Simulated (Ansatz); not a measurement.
**C$_{3}$FN$_{3}$Si: molecular dynamics (part 1 of 3)**

System: C$_{3}$FN$_{3}$Si, SMILES N#C[Si](F)(C#N)C#N.
Method: RKS r2SCAN-d3bj/6-31G* (Ansatz 0.2.0).

The geometry comes from this level: PBE0-D4/def2-TZVP. Figures and captions count atoms from 1; the log counts them from 0 in places.

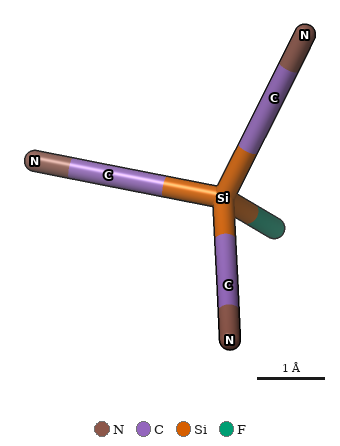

Fig. 1: The input geometry (stick view, seen at a tilt). Bond lengths as drawn: C–N 1.15 Å, C–Si 1.82 Å and F–Si 1.57 Å.

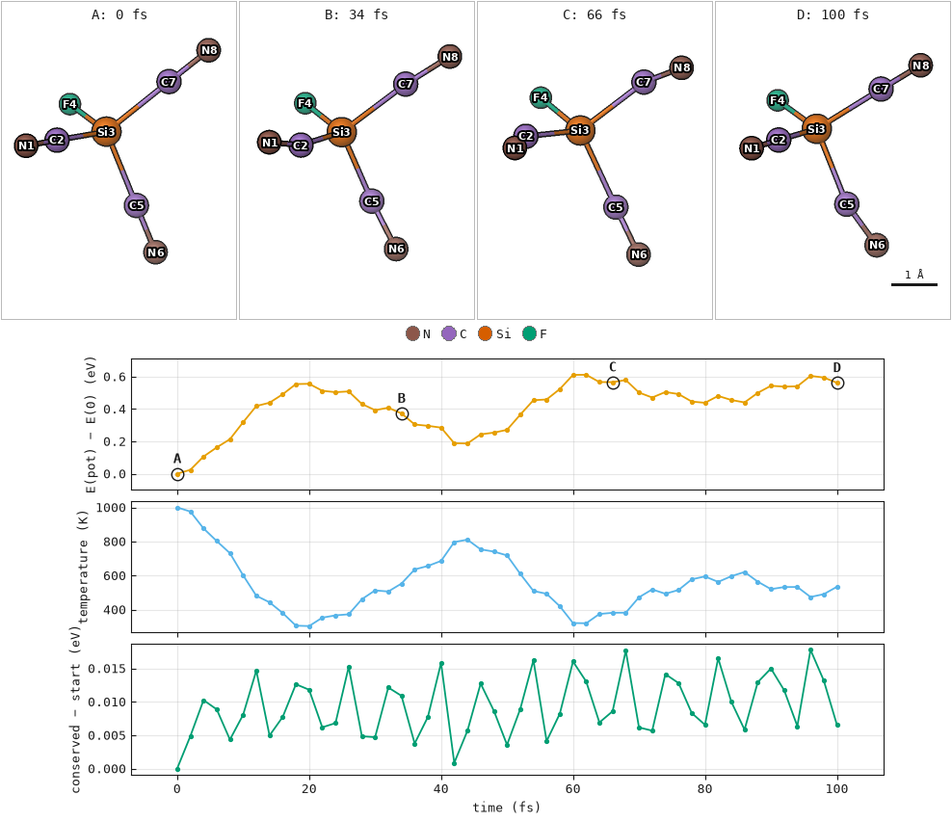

Fig. 2: Frames of the molecular dynamics (ball-and-stick, seen at a tilt) above the curves, on which the letters mark them. The trajectory kept here has 51 frames over 100 fs. The temperature starts at 1000 K, ranges from 303 to 1000 K and averages 505 K over the second half. The potential energy ends 0.562 eV above its first value. The conserved quantity stays within 0.018 eV. After an unweighted best fit of the last frame on the first, the root-mean-square displacement is 0.25 Å.

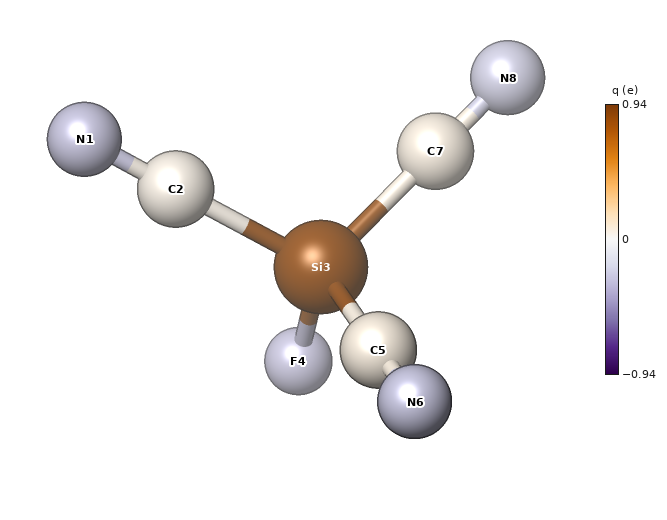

Fig. 3: Mulliken charges, as the colour of each atom (ball-and-stick view, seen at a tilt; atoms are numbered from 1 in the order of the input). By element: N −0.28 to −0.25, C +0.06 to +0.08, Si +0.89 and F −0.30 e.

These pictures come from the run below.

### Input file
```yaml
crystal:
  periodic: [false, false, false]
  atoms:
    - {symbol: N, position_ang: [2.281348, 0.027218, 1.730164]}
    - {symbol: C, position_ang: [1.474083, 0.042286, 0.910016]}
    - {symbol: Si, position_ang: [0.184606, 0.063049, -0.377571]}
    - {symbol: F, position_ang: [0.838385, 0.328017, -1.777143]}
    - {symbol: C, position_ang: [-1.017671, 1.379697, -0.000702]}
    - {symbol: N, position_ang: [-1.778937, 2.206724, 0.246376]}
    - {symbol: C, position_ang: [-0.672732, -1.544987, -0.393322]}
    - {symbol: N, position_ang: [-1.217082, -2.559004, -0.393620]}
basis:
  gaussian: {orbitals: "6-31G*"}
hamiltonian: {xc: {name: r2SCAN}, dispersion: d3bj}
md: {timestep: 2 fs, n_steps: 50, ensemble: nvt_nose_hoover, temperature: 1000, initial_velocities: maxwell_boltzmann, seed: 565}
```

Run as:
```bash
ansatz run in.yaml --threads 4 --pin off --events-out ev --progress --plain --max-ram 10444MiB
```

### Log
```
Warning: the engine holds no damping parameters fitted to this dispersion correction and functional, so the run takes those fitted to r2scan beside the three-body term, which d3bj leaves out (hamiltonian.dispersion, under Limitations)
Functional definition: r2SCAN
  name "r2SCAN"
  cite "Furness, Kaplan, Ning, Perdew & Sun, J. Phys. Chem. Lett. 11, 8208 (2020) doi:10.1021/acs.jpclett.0c02405"
  cite "Furness, Kaplan, Ning, Perdew & Sun, J. Phys. Chem. Lett. 11, 9248 (2020) doi:10.1021/acs.jpclett.0c03077"
  parent r2scan
  parameter k0 = 0.174
  parameter k1 = 0.065
  parameter a1 = 4.9479
  exchange = r2scan_x(k0 = k0, k1 = k1, a1 = a1)
  correlation = r2scan_c
1331 factors; their error is unknown
mean field evaluation 1: about -18159.1205 eV, gradient 6.8e1 eV
mean field evaluation 2: about -18108.7810 eV, gradient 1.6e2 eV
mean field evaluation 4: about -18168.7194 eV, gradient 7.9e0 eV
mean field evaluation 8: about -18168.8400 eV, gradient 1.6e-1 eV
mean field evaluation 16: about -18168.7598 eV, gradient 3.7e-4 eV
mean field -18168.75982789 eV, -667.6896084472 hartree, gradient 1.5e-5 eV, S^2 0.000000; 0 other end points of the search recorded, 0 dependent functions left out
the calculation of the forces begins
reference -18168.75983597 eV, -667.6896087441 hartree; 31, 31 occupied and 93, 93 virtual orbitals, 1331 factors
md step     0: t =     0.00 fs  T =  1000.0 K  F+E_penalty+E_count = -18168.82775231 eV  E_kin = 0.775560 eV  conserved = -18168.05219231 eV  (30 SCF iters)
these checks for a lower state are left out or cut short: starts, cluster_reference, orbital_swaps, neighbouring_geometries, increment
1331 factors; their error is unknown
mean field -18168.73594523 eV, -667.6887307757 hartree, gradient 9.5e-6 eV, S^2 0.000000; 0 other end points of the search recorded, 0 dependent functions left out
the calculation of the forces begins
reference -18168.73595332 eV, -667.6887310731 hartree; 31, 31 occupied and 93, 93 virtual orbitals, 1331 factors
md step     1: t =     2.00 fs  T =   975.5 K  F+E_penalty+E_count = -18168.80391483 eV  E_kin = 0.756577 eV  conserved = -18168.04733952 eV  (34 SCF iters)
[... from here on the SCF iterations and repeated set-up lines of each step are left out, up to the last step ...]
md step     2: t =     4.00 fs  T =   876.5 K  F+E_penalty+E_count = -18168.72167100 eV  E_kin = 0.679750 eV  conserved = -18168.04194353 eV  (33 SCF iters)
md step     3: t =     6.00 fs  T =   802.2 K  F+E_penalty+E_count = -18168.66539130 eV  E_kin = 0.622163 eV  conserved = -18168.04333172 eV  (33 SCF iters)
md step     4: t =     8.00 fs  T =   731.1 K  F+E_penalty+E_count = -18168.61459932 eV  E_kin = 0.567016 eV  conserved = -18168.04785475 eV  (33 SCF iters)
md step     5: t =    10.00 fs  T =   601.2 K  F+E_penalty+E_count = -18168.50984347 eV  E_kin = 0.466235 eV  conserved = -18168.04413699 eV  (33 SCF iters)
md step     6: t =    12.00 fs  T =   481.0 K  F+E_penalty+E_count = -18168.40972192 eV  E_kin = 0.373070 eV  conserved = -18168.03752317 eV  (34 SCF iters)
md step     7: t =    14.00 fs  T =   442.8 K  F+E_penalty+E_count = -18168.38933278 eV  E_kin = 0.343403 eV  conserved = -18168.04724101 eV  (33 SCF iters)
md step     8: t =    16.00 fs  T =   379.7 K  F+E_penalty+E_count = -18168.33708674 eV  E_kin = 0.294471 eV  conserved = -18168.04446211 eV  (35 SCF iters)
md step     9: t =    18.00 fs  T =   305.6 K  F+E_penalty+E_count = -18168.27414334 eV  E_kin = 0.237001 eV  conserved = -18168.03956770 eV  (35 SCF iters)
md step    10: t =    20.00 fs  T =   303.1 K  F+E_penalty+E_count = -18168.27241110 eV  E_kin = 0.235096 eV  conserved = -18168.04038853 eV  (35 SCF iters)
md step    11: t =    22.00 fs  T =   352.5 K  F+E_penalty+E_count = -18168.31551896 eV  E_kin = 0.273421 eV  conserved = -18168.04601629 eV  (35 SCF iters)
md step    12: t =    24.00 fs  T =   366.0 K  F+E_penalty+E_count = -18168.32425545 eV  E_kin = 0.283862 eV  conserved = -18168.04538473 eV  (35 SCF iters)
md step    13: t =    26.00 fs  T =   372.4 K  F+E_penalty+E_count = -18168.31950989 eV  E_kin = 0.288786 eV  conserved = -18168.03696842 eV  (34 SCF iters)
md step    14: t =    28.00 fs  T =   461.0 K  F+E_penalty+E_count = -18168.39705837 eV  E_kin = 0.357535 eV  conserved = -18168.04735325 eV  (34 SCF iters)
md step    15: t =    30.00 fs  T =   512.7 K  F+E_penalty+E_count = -18168.43528419 eV  E_kin = 0.397644 eV  conserved = -18168.04749433 eV  (33 SCF iters)
md step    16: t =    32.00 fs  T =   506.0 K  F+E_penalty+E_count = -18168.42038626 eV  E_kin = 0.392471 eV  conserved = -18168.04005452 eV  (33 SCF iters)
md step    17: t =    34.00 fs  T =   552.7 K  F+E_penalty+E_count = -18168.45526927 eV  E_kin = 0.428658 eV  conserved = -18168.04130144 eV  (34 SCF iters)
md step    18: t =    36.00 fs  T =   635.7 K  F+E_penalty+E_count = -18168.52373699 eV  E_kin = 0.493033 eV  conserved = -18168.04843943 eV  (33 SCF iters)
md step    19: t =    38.00 fs  T =   656.0 K  F+E_penalty+E_count = -18168.53203490 eV  E_kin = 0.508778 eV  conserved = -18168.04447054 eV  (34 SCF iters)
md step    20: t =    40.00 fs  T =   685.6 K  F+E_penalty+E_count = -18168.54308054 eV  E_kin = 0.531695 eV  conserved = -18168.03637991 eV  (33 SCF iters)
md step    21: t =    42.00 fs  T =   796.4 K  F+E_penalty+E_count = -18168.63960932 eV  E_kin = 0.617619 eV  conserved = -18168.05133233 eV  (34 SCF iters)
md step    22: t =    44.00 fs  T =   810.5 K  F+E_penalty+E_count = -18168.64090809 eV  E_kin = 0.628575 eV  conserved = -18168.04652771 eV  (34 SCF iters)
md step    23: t =    46.00 fs  T =   753.4 K  F+E_penalty+E_count = -18168.58471094 eV  E_kin = 0.584290 eV  conserved = -18168.03946781 eV  (34 SCF iters)
md step    24: t =    48.00 fs  T =   740.5 K  F+E_penalty+E_count = -18168.57401865 eV  E_kin = 0.574315 eV  conserved = -18168.04353371 eV  (33 SCF iters)
md step    25: t =    50.00 fs  T =   718.0 K  F+E_penalty+E_count = -18168.55680999 eV  E_kin = 0.556827 eV  conserved = -18168.04863628 eV  (33 SCF iters)
md step    26: t =    52.00 fs  T =   610.1 K  F+E_penalty+E_count = -18168.46324668 eV  E_kin = 0.473157 eV  conserved = -18168.04328857 eV  (34 SCF iters)
md step    27: t =    54.00 fs  T =   509.3 K  F+E_penalty+E_count = -18168.37377548 eV  E_kin = 0.395005 eV  conserved = -18168.03596451 eV  (34 SCF iters)
md step    28: t =    56.00 fs  T =   492.7 K  F+E_penalty+E_count = -18168.36927383 eV  E_kin = 0.382141 eV  conserved = -18168.04808462 eV  (34 SCF iters)
md step    29: t =    58.00 fs  T =   419.5 K  F+E_penalty+E_count = -18168.30478766 eV  E_kin = 0.325355 eV  conserved = -18168.04397696 eV  (34 SCF iters)
md step    30: t =    60.00 fs  T =   321.0 K  F+E_penalty+E_count = -18168.21747317 eV  E_kin = 0.248923 eV  conserved = -18168.03616569 eV  (34 SCF iters)
md step    31: t =    62.00 fs  T =   319.8 K  F+E_penalty+E_count = -18168.21673297 eV  E_kin = 0.248001 eV  conserved = -18168.03916457 eV  (35 SCF iters)
md step    32: t =    64.00 fs  T =   374.1 K  F+E_penalty+E_count = -18168.26178639 eV  E_kin = 0.290147 eV  conserved = -18168.04529372 eV  (35 SCF iters)
md step    33: t =    66.00 fs  T =   381.3 K  F+E_penalty+E_count = -18168.26196086 eV  E_kin = 0.295686 eV  conserved = -18168.04361101 eV  (35 SCF iters)
md step    34: t =    68.00 fs  T =   381.8 K  F+E_penalty+E_count = -18168.24940464 eV  E_kin = 0.296086 eV  conserved = -18168.03454807 eV  (35 SCF iters)
md step    35: t =    70.00 fs  T =   472.3 K  F+E_penalty+E_count = -18168.32651664 eV  E_kin = 0.366270 eV  conserved = -18168.04603161 eV  (33 SCF iters)
md step    36: t =    72.00 fs  T =   518.3 K  F+E_penalty+E_count = -18168.35721119 eV  E_kin = 0.401958 eV  conserved = -18168.04651898 eV  (33 SCF iters)
md step    37: t =    74.00 fs  T =   492.9 K  F+E_penalty+E_count = -18168.32328872 eV  E_kin = 0.382287 eV  conserved = -18168.03805184 eV  (34 SCF iters)
md step    38: t =    76.00 fs  T =   515.2 K  F+E_penalty+E_count = -18168.33596260 eV  E_kin = 0.399577 eV  conserved = -18168.03939635 eV  (59 SCF iters)
md step    39: t =    78.00 fs  T =   577.7 K  F+E_penalty+E_count = -18168.38222140 eV  E_kin = 0.448005 eV  conserved = -18168.04388586 eV  (33 SCF iters)
md step    40: t =    80.00 fs  T =   594.6 K  F+E_penalty+E_count = -18168.38981288 eV  E_kin = 0.461179 eV  conserved = -18168.04563665 eV  (34 SCF iters)
md step    41: t =    82.00 fs  T =   562.4 K  F+E_penalty+E_count = -18168.34745028 eV  E_kin = 0.436184 eV  conserved = -18168.03568281 eV  (34 SCF iters)
md step    42: t =    84.00 fs  T =   596.2 K  F+E_penalty+E_count = -18168.37257204 eV  E_kin = 0.462388 eV  conserved = -18168.04220536 eV  (33 SCF iters)
md step    43: t =    86.00 fs  T =   620.6 K  F+E_penalty+E_count = -18168.38752176 eV  E_kin = 0.481328 eV  conserved = -18168.04637264 eV  (34 SCF iters)
md step    44: t =    88.00 fs  T =   564.0 K  F+E_penalty+E_count = -18168.32839826 eV  E_kin = 0.437413 eV  conserved = -18168.03926179 eV  (33 SCF iters)
md step    45: t =    90.00 fs  T =   520.0 K  F+E_penalty+E_count = -18168.28468068 eV  E_kin = 0.403304 eV  conserved = -18168.03721320 eV  (33 SCF iters)
md step    46: t =    92.00 fs  T =   532.2 K  F+E_penalty+E_count = -18168.28989396 eV  E_kin = 0.412762 eV  conserved = -18168.04045807 eV  (33 SCF iters)
md step    47: t =    94.00 fs  T =   532.7 K  F+E_penalty+E_count = -18168.28793731 eV  E_kin = 0.413148 eV  conserved = -18168.04583708 eV  (34 SCF iters)
md step    48: t =    96.00 fs  T =   473.9 K  F+E_penalty+E_count = -18168.22351027 eV  E_kin = 0.367563 eV  conserved = -18168.03442119 eV  (33 SCF iters)
md step    49: t =    98.00 fs  T =   490.4 K  F+E_penalty+E_count = -18168.23361748 eV  E_kin = 0.380339 eV  conserved = -18168.03899154 eV  (33 SCF iters)
these checks for a lower state are left out or cut short: starts, cluster_reference, orbital_swaps, neighbouring_geometries, increment
1331 factors; their error is unknown
mean field -18168.19557495 eV, -667.6688725341 hartree, gradient 1.9e-5 eV, S^2 0.000000; 0 other end points of the search recorded, 0 dependent functions left out
the calculation of the forces begins
reference -18168.19558301 eV, -667.6688728302 hartree; 31, 31 occupied and 93, 93 virtual orbitals, 1331 factors
1331 factors; their error is unknown
mean field -18168.19557495 eV, -667.6688725341 hartree, gradient 2.1e-5 eV, S^2 0.000000; 1 other end points of the search recorded, 0 dependent functions left out
the calculation of the forces begins
reference -18168.19558301 eV, -667.6688728302 hartree; 31, 31 occupied and 93, 93 virtual orbitals, 1331 factors
md step    50: t =   100.00 fs  T =   533.7 K  F+E_penalty+E_count = -18168.26604966 eV  E_kin = 0.413935 eV  conserved = -18168.04563401 eV  (33 SCF iters)
Total energy: -18168.26605772 eV, -667.6714627283 hartree
Atom 0 at     2.033666    -0.082472     1.805911 Å, force     2.316173    -0.185046     3.169920 eV/Å
Atom 1 at     1.320207    -0.053029     0.920151 Å, force    -1.518410     0.354959    -3.870585 eV/Å
Atom 2 at     0.247799     0.119179    -0.581630 Å, force     0.874363    -0.115248     1.851771 eV/Å
Atom 3 at     0.974211     0.411305    -1.965414 Å, force    -0.366555    -0.062110     0.403953 eV/Å
Atom 4 at    -0.895718     1.311707     0.128787 Å, force    -0.228323     0.423895    -1.267381 eV/Å
Atom 5 at    -1.845989     1.946962     0.332965 Å, force    -0.580352     0.608881     0.507193 eV/Å
Atom 6 at    -0.663755    -1.404826    -0.343346 Å, force    -0.030932    -0.283715    -0.992796 eV/Å
Atom 7 at    -1.193606    -2.395218    -0.054023 Å, force    -0.465965    -0.741615     0.197925 eV/Å
Dipole moment:     0.177616     0.143652    -0.628253 e Å
```

### Trajectory as extended XYZ (Å, eV, eV/Å), 51 frames, from step=0 to step=50
```
8
Properties=species:S:1:pos:R:3:forces:R:3 step=0 time_fs=0.0 energy=-18168.82775 temperature=1000.0
N     2.2813    0.0272    1.7302    1.3831  -0.0265   1.4114
C     1.4741    0.0423    0.9100   -1.3156   0.0221  -1.3204
Si    0.1846    0.0630   -0.3776   -0.3000  -0.1216   0.6426
F     0.8384    0.3280   -1.7771    0.3674   0.1490  -0.7866
C    -1.0177    1.3797   -0.0007    1.2306  -1.3446  -0.3901
N    -1.7789    2.2067    0.2464   -1.3081   1.4182   0.4281
C    -0.6727   -1.5450   -0.3933    0.8782   1.6441   0.0112
N    -1.2171   -2.5590   -0.3936   -0.9357  -1.7407   0.0038
8
Properties=species:S:1:pos:R:3:forces:R:3 step=1 time_fs=2.0 energy=-18168.80392 temperature=975.5
N     2.2764    0.0186    1.7216    2.5497  -0.0671   2.5369
C     1.4501    0.0482    0.9379   -2.3816   0.0228  -2.6103
Si    0.1953    0.0511   -0.3870   -0.1081   0.5520   0.4952
F     0.8417    0.3412   -1.7963    0.2614  -0.0491  -0.3518
C    -1.0031    1.3769   -0.0169   -1.1663   1.1383   0.4261
N    -1.7927    2.2081    0.2635    1.0594  -1.0880  -0.3905
C    -0.6674   -1.5317   -0.3691   -0.2547  -0.6148  -0.1568
N    -1.2209   -2.5596   -0.3879    0.0403   0.1058   0.0511
8
Properties=species:S:1:pos:R:3:forces:R:3 step=2 time_fs=4.0 energy=-18168.72167 temperature=876.5
N     2.2785    0.0098    1.7199    1.4649  -0.0306   1.5135
C     1.4185    0.0542    0.9573   -1.0380  -0.0475  -1.5626
Si    0.2058    0.0399   -0.3958   -0.1213   1.2512   0.1514
F     0.8456    0.3543   -1.8162    0.1347  -0.2531   0.1044
C    -0.9922    1.3777   -0.0317   -2.5645   2.4502   0.9892
N    -1.8035    2.2065    0.2796    2.4913  -2.4923  -0.9838
C    -0.6629   -1.5205   -0.3454   -1.1716  -2.4189  -0.3559
N    -1.2245   -2.5599   -0.3821    0.8046   1.5411   0.1438
```
